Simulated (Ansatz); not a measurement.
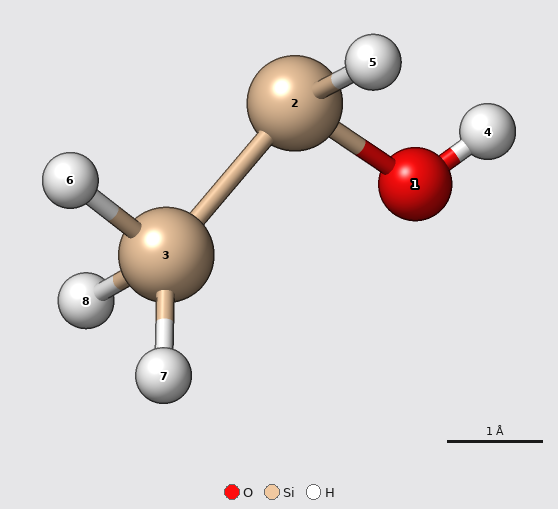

*The structure as given in the input (ball-and-stick view, seen at a tilt; atoms are numbered from 1 in the order of the input).*

Bond lengths as drawn: H–O 0.95 Å, H–Si 1.50 to 1.55 Å, O–Si 1.74 Å and Si–Si 2.23 Å.

Run report: Si2H5O (charge −1), geometry relaxation

Si2H5O, charge −1, computed with RKS PBE0-D4/def2-TZVPD (Ansatz 0.2.0).

Figures and captions count atoms from 1; the log counts them from 0 in places.

**Input file**
```yaml
crystal:
  periodic: [false, false, false]
  atoms:
    - {symbol: O, position_ang: [-1.629370, 0.225100, -1.250660]}
    - {symbol: Si, position_ang: [-0.749070, 0.861400, 0.111090]}
    - {symbol: Si, position_ang: [0.811720, -0.670820, 0.560130]}
    - {symbol: H, position_ang: [-2.130100, 0.904290, -1.690730]}
    - {symbol: H, position_ang: [0.023530, 1.975200, -0.643210]}
    - {symbol: H, position_ang: [1.592670, -0.026090, 1.670280]}
    - {symbol: H, position_ang: [1.929280, -1.473550, -0.053840]}
    - {symbol: H, position_ang: [0.151330, -1.795530, 1.296940]}
basis:
  gaussian: {orbitals: def2-TZVPD}
total_charge: -1
hamiltonian: {xc: pbe0, dispersion: d4}
relax: {f_tol: 0.005, max_steps: 200}
```

Run on 2 threads of Intel Xeon @ 2.50GHz, 11 GiB of memory available, shared host.

Run as:
```bash
ansatz run in.yaml --threads 2 --pin off --events-out ev --progress --plain --max-ram 4352MiB
```

**Log**
```
Functional definition: PBE0
  name "PBE0"
  cite "Adamo & Barone, J. Chem. Phys. 110, 6158 (1999) doi:10.1063/1.478522"
  cite "Perdew, Burke & Ernzerhof, Phys. Rev. Lett. 77, 3865 (1996) doi:10.1103/PhysRevLett.77.3865"
  parent pbe
  parameter a = 0.25
  parameter kappa = 0.804
  parameter beta = 0.06672455060314922
  exchange = (1 - a)*pbe_x(kappa = kappa, mu = beta*pi^2/3) + a*exact_x
  correlation = pbe_c(beta = beta)
1031 factors; their error is unknown
mean field evaluation 1: about -17875.9907 eV, gradient 1.9e1 eV
mean field evaluation 2: about -17875.9054 eV, gradient 2.4e1 eV
mean field evaluation 4: about -17876.8911 eV, gradient 9.6e-1 eV
mean field evaluation 8: about -17876.9084 eV, gradient 1.8e-2 eV
mean field evaluation 16: about -17876.9084 eV, gradient 1.8e-5 eV
mean field -17876.90844181 eV, -656.9642678329 hartree, gradient 1.8e-5 eV, S^2 0.000000; 0 other end points of the search recorded, 0 dependent functions left out
the calculation of the forces begins
reference -17876.90848623 eV, -656.9642694653 hartree; 21, 21 occupied and 150, 150 virtual orbitals, 1031 factors
relax step   1: F+E_penalty+E_count = -17877.07305780 eV  Δ(F+E_penalty+E_count) = +0.000e0 eV  max|allowed force component| = 1.256e0 eV/Å  Δτ_max = 0.0000 Å  (28 SCF iters, accepted)
these checks for a lower state are left out or cut short: starts, cluster_reference, orbital_swaps, neighbouring_geometries, increment
1031 factors; their error is unknown
mean field -17877.11485180 eV, -656.9718532600 hartree, gradient 1.1e-5 eV, S^2 0.000000; 0 other end points of the search recorded, 0 dependent functions left out
the calculation of the forces begins
reference -17877.11489707 eV, -656.9718549235 hartree; 21, 21 occupied and 150, 150 virtual orbitals, 1031 factors
relax step   2: F+E_penalty+E_count = -17877.27824661 eV  Δ(F+E_penalty+E_count) = -2.052e-1 eV  max|allowed force component| = 6.346e-1 eV/Å  Δτ_max = 0.1725 Å  (32 SCF iters, accepted)
these checks for a lower state are left out or cut short: starts, cluster_reference, orbital_swaps, neighbouring_geometries, increment
1031 factors; their error is unknown
mean field -17877.16298735 eV, -656.9736222088 hartree, gradient 1.1e-5 eV, S^2 0.000000; 0 other end points of the search recorded, 0 dependent functions left out
the calculation of the forces begins
reference -17877.16303289 eV, -656.9736238823 hartree; 21, 21 occupied and 150, 150 virtual orbitals, 1031 factors
relax step   3: F+E_penalty+E_count = -17877.32660485 eV  Δ(F+E_penalty+E_count) = -4.836e-2 eV  max|allowed force component| = 1.182e0 eV/Å  Δτ_max = 0.1497 Å  (35 SCF iters, accepted)
these checks for a lower state are left out or cut short: starts, cluster_reference, orbital_swaps, neighbouring_geometries, increment
1031 factors; their error is unknown
mean field evaluation 32: about -17876.9332 eV, gradient 9.7e0 eV
mean field -17877.18627806 eV, -656.9744781267 hartree, gradient 2.1e-5 eV, S^2 0.000000; 0 other end points of the search recorded, 0 dependent functions left out
the calculation of the forces begins
reference -17877.18632359 eV, -656.9744797997 hartree; 21, 21 occupied and 150, 150 virtual orbitals, 1031 factors
relax step   4: F+E_penalty+E_count = -17877.34910763 eV  Δ(F+E_penalty+E_count) = -2.250e-2 eV  max|allowed force component| = 1.823e0 eV/Å  Δτ_max = 0.1301 Å  (30 SCF iters, accepted)
these checks for a lower state are left out or cut short: starts, cluster_reference, orbital_swaps, neighbouring_geometries, increment
1031 factors; their error is unknown
mean field -17877.21045786 eV, -656.9753667178 hartree, gradient 9.5e-6 eV, S^2 0.000000; 0 other end points of the search recorded, 0 dependent functions left out
the calculation of the forces begins
reference -17877.21050258 eV, -656.9753683612 hartree; 21, 21 occupied and 150, 150 virtual orbitals, 1031 factors
relax step   5: F+E_penalty+E_count = -17877.37508030 eV  Δ(F+E_penalty+E_count) = -2.597e-2 eV  max|allowed force component| = 5.644e-1 eV/Å  Δτ_max = 0.1998 Å  (30 SCF iters, accepted)
these checks for a lower state are left out or cut short: starts, cluster_reference, orbital_swaps, neighbouring_geometries, increment
1031 factors; their error is unknown
mean field -17877.25230911 eV, -656.9769047228 hartree, gradient 1.0e-5 eV, S^2 0.000000; 0 other end points of the search recorded, 0 dependent functions left out
the calculation of the forces begins
reference -17877.25235427 eV, -656.9769063825 hartree; 21, 21 occupied and 150, 150 virtual orbitals, 1031 factors
relax step   6: F+E_penalty+E_count = -17877.41554455 eV  Δ(F+E_penalty+E_count) = -4.046e-2 eV  max|allowed force component| = 2.384e-1 eV/Å  Δτ_max = 0.1262 Å  (30 SCF iters, accepted)
these checks for a lower state are left out or cut short: starts, cluster_reference, orbital_swaps, neighbouring_geometries, increment
1031 factors; their error is unknown
mean field -17877.26179573 eV, -656.9772533500 hartree, gradient 1.9e-5 eV, S^2 0.000000; 0 other end points of the search recorded, 0 dependent functions left out
the calculation of the forces begins
reference -17877.26184082 eV, -656.9772550068 hartree; 21, 21 occupied and 150, 150 virtual orbitals, 1031 factors
relax step   7: F+E_penalty+E_count = -17877.42435958 eV  Δ(F+E_penalty+E_count) = -8.815e-3 eV  max|allowed force component| = 2.141e-1 eV/Å  Δτ_max = 0.1711 Å  (30 SCF iters, accepted)
these checks for a lower state are left out or cut short: starts, cluster_reference, orbital_swaps, neighbouring_geometries, increment
1031 factors; their error is unknown
mean field evaluation 64: about -17877.2566 eV, gradient 3.1e-3 eV
mean field -17877.25664302 eV, -656.9770639913 hartree, gradient 2.4e-5 eV, S^2 0.000000; 0 other end points of the search recorded, 0 dependent functions left out
the calculation of the forces begins
reference -17877.25668820 eV, -656.9770656515 hartree; 21, 21 occupied and 150, 150 virtual orbitals, 1031 factors
relax step   8: F+E_penalty+E_count = -17877.41894487 eV  Δ(F+E_penalty+E_count) = +5.415e-3 eV  max|allowed force component| = 2.154e-1 eV/Å  Δτ_max = 0.1875 Å  (30 SCF iters, rejected (line search))
these checks for a lower state are left out or cut short: starts, cluster_reference, orbital_swaps, neighbouring_geometries, increment
1031 factors; their error is unknown
mean field -17877.26971704 eV, -656.9775444526 hartree, gradient 1.3e-5 eV, S^2 0.000000; 0 other end points of the search recorded, 0 dependent functions left out
the calculation of the forces begins
reference -17877.26976219 eV, -656.9775461116 hartree; 21, 21 occupied and 150, 150 virtual orbitals, 1031 factors
relax step   9: F+E_penalty+E_count = -17877.43255285 eV  Δ(F+E_penalty+E_count) = -8.193e-3 eV  max|allowed force component| = 8.324e-2 eV/Å  Δτ_max = 0.0938 Å  (30 SCF iters, accepted)
these checks for a lower state are left out or cut short: starts, cluster_reference, orbital_swaps, neighbouring_geometries, increment
1031 factors; their error is unknown
mean field -17877.27029538 eV, -656.9775657061 hartree, gradient 1.2e-5 eV, S^2 0.000000; 0 other end points of the search recorded, 0 dependent functions left out
the calculation of the forces begins
reference -17877.27034055 eV, -656.9775673662 hartree; 21, 21 occupied and 150, 150 virtual orbitals, 1031 factors
relax step  10: F+E_penalty+E_count = -17877.43311222 eV  Δ(F+E_penalty+E_count) = -5.594e-4 eV  max|allowed force component| = 1.719e-2 eV/Å  Δτ_max = 0.0215 Å  (31 SCF iters, accepted)
these checks for a lower state are left out or cut short: starts, cluster_reference, orbital_swaps, neighbouring_geometries, increment
1031 factors; their error is unknown
mean field -17877.27014641 eV, -656.9775602317 hartree, gradient 1.2e-5 eV, S^2 0.000000; 0 other end points of the search recorded, 0 dependent functions left out
the calculation of the forces begins
reference -17877.27019157 eV, -656.9775618911 hartree; 21, 21 occupied and 150, 150 virtual orbitals, 1031 factors
relax step  11: F+E_penalty+E_count = -17877.43307838 eV  Δ(F+E_penalty+E_count) = +3.384e-5 eV  max|allowed force component| = 1.308e-2 eV/Å  Δτ_max = 0.0137 Å  (32 SCF iters, rejected (line search))
these checks for a lower state are left out or cut short: starts, cluster_reference, orbital_swaps, neighbouring_geometries, increment
1031 factors; their error is unknown
mean field -17877.27027555 eV, -656.9775649776 hartree, gradient 1.6e-5 eV, S^2 0.000000; 0 other end points of the search recorded, 0 dependent functions left out
the calculation of the forces begins
reference -17877.27032072 eV, -656.9775666375 hartree; 21, 21 occupied and 150, 150 virtual orbitals, 1031 factors
relax step  12: F+E_penalty+E_count = -17877.43317340 eV  Δ(F+E_penalty+E_count) = -6.118e-5 eV  max|allowed force component| = 4.464e-3 eV/Å  Δτ_max = 0.0047 Å  (24 SCF iters, accepted)
1031 factors; their error is unknown
mean field evaluation 96: about -17876.4024 eV, gradient 1.9e1 eV
```

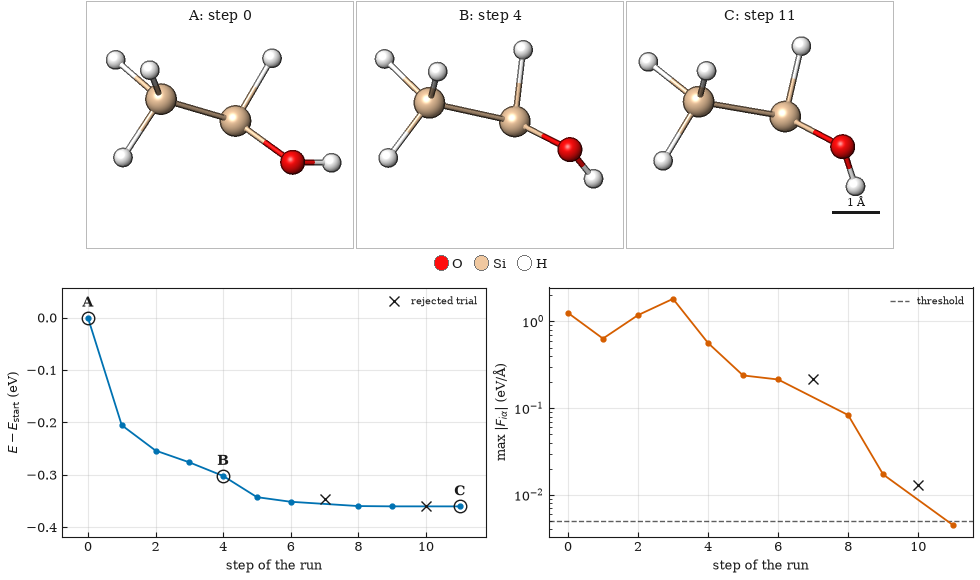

*Frames of the relaxation (ball-and-stick view, seen at a tilt) above the curves, on which the letters mark them (the first geometry is step 0 here and step 1 in the log).*

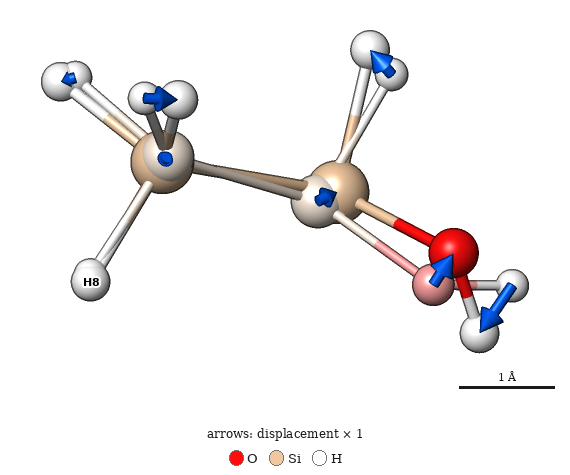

*Start (faint) and end (solid) with the displacements as blue arrows, at true length (ball-and-stick view, seen at a tilt). The two geometries are laid on each other by the best rigid fit.*

The largest move after the best rigid fit is that of H4, 0.63 Å. Largest moves by element: H 0.63 Å, O 0.40 Å, Si 0.26 Å. Distances before and after: Si2–Si3 2.233 → 2.395 Å, Si2–H5 1.551 → 1.540 Å, Si3–H7 1.507 → 1.516 Å, Si3–H6 1.503 → 1.512 Å. Among the angles that change: Si2–Si3–H7 143.3° → 122.1°, Si3–Si2–H5 104.0° → 89.9°, Si2–Si3–H6 102.6° → 110.4°. Over 11 geometry steps the energy falls by 0.360 eV. The largest force component goes from 1.3 to 0.0045 eV/Å. The line search rejected the trial steps at points 7, 10 (counted from 0) and went back. (Atoms are counted from 1 in the order of the input.)

```
mean field -17877.27027555 eV, -656.9775649776 hartree, gradient 1.9e-5 eV, S^2 0.000000; 1 other end points of the search recorded, 0 dependent functions left out
the calculation of the forces begins
reference -17877.27032072 eV, -656.9775666375 hartree; 21, 21 occupied and 150, 150 virtual orbitals, 1031 factors
Total energy: -17877.43321857 eV, -656.9835530229 hartree
Atom 0 at    -1.405063     0.438952    -1.509168 Å, force    -0.002221    -0.000435    -0.001501 eV/Å
Atom 1 at    -0.790131     1.092958    -0.008112 Å, force     0.004464    -0.003821     0.002540 eV/Å
Atom 2 at     0.732904    -0.620618     0.683495 Å, force    -0.001920     0.003655    -0.000604 eV/Å
Atom 3 at    -2.356411     0.387392    -1.425510 Å, force    -0.000560    -0.000138    -0.000438 eV/Å
Atom 4 at     0.388176     1.912579    -0.567219 Å, force     0.000756     0.000679     0.000209 eV/Å
Atom 5 at     1.616861    -0.118921     1.802396 Å, force    -0.000946    -0.001087    -0.000967 eV/Å
Atom 6 at     1.724884    -1.250186    -0.274584 Å, force    -0.000009     0.000245     0.001199 eV/Å
Atom 7 at     0.088771    -1.842157     1.298701 Å, force     0.000437     0.000901    -0.000437 eV/Å
Dipole moment:    -0.131270    -0.272094    -0.180666 e Å
```

**Trajectory as extended XYZ (Å, eV, eV/Å), 12 frames, from step=1 to step=12**
```
8
Properties=species:S:1:pos:R:3:forces:R:3 step=1 energy=-17877.07306
O    -1.6294    0.2251   -1.2507    0.0213  -0.4367  -0.0008
Si   -0.7491    0.8614    0.1111   -1.2016   1.2557  -0.5709
Si    0.8117   -0.6708    0.5601    1.0538  -0.8907   0.8073
H    -2.1301    0.9043   -1.6907   -0.1596   0.2333  -0.0482
H     0.0235    1.9752   -0.6432    0.2619  -0.1386   0.1703
H     1.5927   -0.0261    1.6703    0.0485   0.1578   0.1200
H     1.9293   -1.4735   -0.0538    0.1679  -0.0222  -0.5375
H     0.1513   -1.7955    1.2969   -0.1923  -0.1586   0.0598
8
Properties=species:S:1:pos:R:3:forces:R:3 step=2 energy=-17877.27825
O    -1.6493    0.2107   -1.2798    0.1969  -0.1532  -0.0874
Si   -0.7982    0.8950    0.0822   -0.3485   0.6346  -0.1350
Si    0.8288   -0.6695    0.6429    0.2294  -0.3528  -0.0085
H    -2.1880    0.8725   -1.7123   -0.0422   0.0507   0.0873
H     0.1649    1.9111   -0.6156   -0.0177  -0.2146   0.0432
H     1.6094   -0.0107    1.7552    0.0456  -0.0669  -0.0539
H     1.9004   -1.3895   -0.2017   -0.2138   0.1781   0.1574
H     0.1319   -1.8196    1.3291    0.1504  -0.0760  -0.0030
8
Properties=species:S:1:pos:R:3:forces:R:3 step=3 energy=-17877.32660
O    -1.5171    0.2144   -1.3500   -1.1822   1.0185  -0.4789
Si   -0.8525    0.9914    0.0827    0.2654   0.0345  -0.4098
Si    0.7729   -0.6498    0.6797    0.1520  -0.1987  -0.1139
H    -2.2651    0.7754   -1.6813    1.1711  -0.9547   0.5998
H     0.2658    1.8866   -0.5832   -0.1737  -0.1800   0.1909
H     1.6310   -0.0319    1.7621    0.0238  -0.0933  -0.0478
H     1.7991   -1.3239   -0.2716   -0.3515   0.2954   0.2910
H     0.1660   -1.8622    1.3615    0.0951   0.0783  -0.0313
8
Properties=species:S:1:pos:R:3:forces:R:3 step=4 energy=-17877.34911
O    -1.4741    0.2766   -1.4438   -1.7203   0.9313  -0.2795
Si   -0.8345    0.9943    0.0292    0.0754   0.1720  -0.2314
Si    0.7578   -0.6455    0.7057    0.1430  -0.1510  -0.1668
H    -2.3600    0.7116   -1.6192    1.8233  -0.9444   0.4397
H     0.3204    1.8718   -0.5685   -0.1294  -0.1649   0.1403
H     1.6452   -0.0678    1.7851   -0.0320   0.0105  -0.0434
H     1.7637   -1.2695   -0.2707   -0.1813   0.1045   0.1830
H     0.1814   -1.8715    1.3822    0.0213   0.0420  -0.0420
8
Properties=species:S:1:pos:R:3:forces:R:3 step=5 energy=-17877.37508
O    -1.4125    0.3295   -1.4866   -0.5359   0.1695  -0.1991
Si   -0.8770    1.0228    0.0084    0.5644  -0.1136   0.2667
Si    0.7103   -0.6261    0.6697   -0.1413   0.0021   0.2406
H    -2.3287    0.6175   -1.5295    0.1209  -0.2100  -0.2296
H     0.4139    1.7379   -0.4535   -0.0473   0.2556  -0.0989
H     1.6027    0.0050    1.7085    0.0408  -0.0105   0.0599
H     1.7049   -1.2347   -0.2919   -0.0253   0.0308  -0.0972
H     0.1863   -1.8519    1.3748    0.0236  -0.1239   0.0576
8
Properties=species:S:1:pos:R:3:forces:R:3 step=6 energy=-17877.41554
O    -1.4171    0.3703   -1.5209    0.2384   0.0195   0.0744
Si   -0.8214    1.0222   -0.0069   -0.1802   0.1277   0.0597
Si    0.7087   -0.6463    0.7158    0.1214  -0.0248  -0.1033
H    -2.3530    0.5549   -1.5395   -0.1229  -0.0094  -0.0007
H     0.3905    1.8564   -0.4897   -0.0371  -0.0979  -0.0347
H     1.6445   -0.0449    1.7389   -0.0507  -0.0257   0.0270
H     1.6631   -1.2228   -0.3068    0.0288  -0.0960   0.0259
H     0.1847   -1.8898    1.4092    0.0021   0.1066  -0.0484
8
Properties=species:S:1:pos:R:3:forces:R:3 step=7 energy=-17877.42436
O    -1.3872    0.4253   -1.5194   -0.0429   0.0282  -0.0563
Si   -0.8204    1.0848   -0.0071    0.2141  -0.0418   0.0813
Si    0.7408   -0.6196    0.6733   -0.1091   0.0905   0.0649
H    -2.3417    0.4015   -1.4647   -0.0132  -0.0194  -0.0291
H     0.3478    1.9617   -0.5173   -0.0621  -0.0544  -0.0171
H     1.6545   -0.1269    1.7664    0.0439   0.0707   0.0408
H     1.6978   -1.3129   -0.2643    0.0762   0.0284  -0.1406
H     0.1085   -1.8139    1.3330   -0.1070  -0.1022   0.0562
8
Properties=species:S:1:pos:R:3:forces:R:3 step=8 energy=-17877.41895 accepted=F
O    -1.4422    0.4769   -1.5147    0.1273  -0.0806   0.0489
Si   -0.7595    1.1109   -0.0327   -0.2154   0.1302   0.0441
Si    0.7210   -0.6171    0.7105    0.0877  -0.0598  -0.1282
H    -2.3817    0.3705   -1.3743   -0.0295   0.0127   0.0213
H     0.4326    1.8591   -0.6494    0.0411  -0.0091   0.0346
H     1.5816   -0.1483    1.8627   -0.0453   0.0274  -0.0182
H     1.7420   -1.1640   -0.2615    0.0646  -0.0971   0.0072
H     0.1062   -1.8879    1.2594   -0.0306   0.0764  -0.0097
8
Properties=species:S:1:pos:R:3:forces:R:3 step=9 energy=-17877.43255
O    -1.4118    0.4295   -1.5047    0.0104   0.0065  -0.0217
Si   -0.7938    1.0936   -0.0111    0.0832  -0.0221   0.0165
Si    0.7341   -0.6211    0.6820   -0.0398   0.0406   0.0144
H    -2.3641    0.4068   -1.4261   -0.0361  -0.0096  -0.0079
H     0.3931    1.9030   -0.5746   -0.0269  -0.0019   0.0066
H     1.6084   -0.1193    1.8062    0.0184   0.0183   0.0161
H     1.7351   -1.2464   -0.2656    0.0193  -0.0034  -0.0358
H     0.0989   -1.8461    1.2940   -0.0286  -0.0284   0.0117
8
Properties=species:S:1:pos:R:3:forces:R:3 step=10 energy=-17877.43311
O    -1.4045    0.4401   -1.5108    0.0031  -0.0038  -0.0002
Si   -0.7910    1.0927   -0.0087    0.0043  -0.0023   0.0100
Si    0.7333   -0.6212    0.6855   -0.0045   0.0171  -0.0172
H    -2.3558    0.3870   -1.4276   -0.0015  -0.0006   0.0008
H     0.3852    1.9162   -0.5669    0.0022  -0.0066   0.0032
H     1.6207   -0.1209    1.8023   -0.0039   0.0006  -0.0002
H     1.7222   -1.2515   -0.2749    0.0050  -0.0024  -0.0003
H     0.0898   -1.8424    1.3010   -0.0048  -0.0021   0.0039
8
Properties=species:S:1:pos:R:3:forces:R:3 step=11 energy=-17877.43308 accepted=F
O    -1.4071    0.4408   -1.5096   -0.0037   0.0031  -0.0022
Si   -0.7903    1.0951   -0.0094    0.0131  -0.0120   0.0091
Si    0.7317   -0.6196    0.6825   -0.0066  -0.0013   0.0034
H    -2.3581    0.3835   -1.4226    0.0093   0.0042  -0.0008
H     0.3953    1.9070   -0.5653   -0.0118   0.0054  -0.0112
H     1.6135   -0.1171    1.8027    0.0010  -0.0011  -0.0008
H     1.7259   -1.2472   -0.2749   -0.0030   0.0022   0.0027
H     0.0889   -1.8426    1.2965    0.0017  -0.0004  -0.0002
8
Properties=species:S:1:pos:R:3:forces:R:3 step=12 energy=-17877.43317
O    -1.4051    0.4390   -1.5092   -0.0022  -0.0004  -0.0015
Si   -0.7901    1.0930   -0.0081    0.0045  -0.0038   0.0025
Si    0.7329   -0.6206    0.6835   -0.0019   0.0037  -0.0006
H    -2.3564    0.3874   -1.4255   -0.0006  -0.0001  -0.0004
H     0.3882    1.9126   -0.5672    0.0008   0.0007   0.0002
H     1.6169   -0.1189    1.8024   -0.0009  -0.0011  -0.0010
H     1.7249   -1.2502   -0.2746    0.0000   0.0002   0.0012
H     0.0888   -1.8422    1.2987    0.0004   0.0009  -0.0004
```

**Summary**

| quantity | value |
| --- | --- |
| outcome | converged |
| total energy | −17877.4332 eV |
| mean-field energy | −17877.2703 eV |
| dispersion energy | −0.1629 eV |
| SCF solution under orbital rotations | stable |
| largest force (length of the vector) at the end | 0.006 eV/Å |
| wall time | 69 s (CPU time 2.2 min) |
| peak memory | 0.38 GiB |
